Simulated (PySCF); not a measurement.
Sn(Cl)3(I), SMILES [Cl][Sn]([Cl])([Cl])[I] (Cl3ISn) at its CAM-B3LYP/def2-SVP optimised geometry (Å):

```
5

Cl    -1.5203     1.1042     0.0000
Sn    -0.8021    -1.1042     0.0000
Cl    -1.5187    -2.0885     1.9778
Cl     1.5203    -1.1042     0.0000
I     -1.7450    -2.4059    -2.1118
```

Computed with PySCF with CAM-B3LYP/def2-TZVP, def2 effective core potentials past Kr. The core electrons that the potentials of I, Sn replace are not part of the density. Cells within 0.4 Å of a nucleus heavier than hydrogen are left out (blank, or x).

Map of the log10 of the electron density (e/bohr³), floored at −4 on the plane z = 0.0 Å:

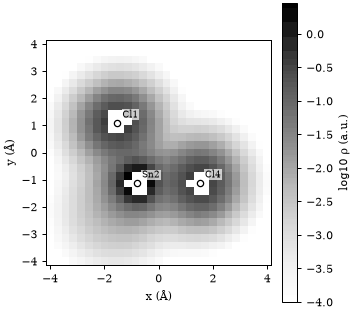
Figure: Log10 of the electron density (e/bohr³), floored at −4 on the plane z = 0.0 Å.
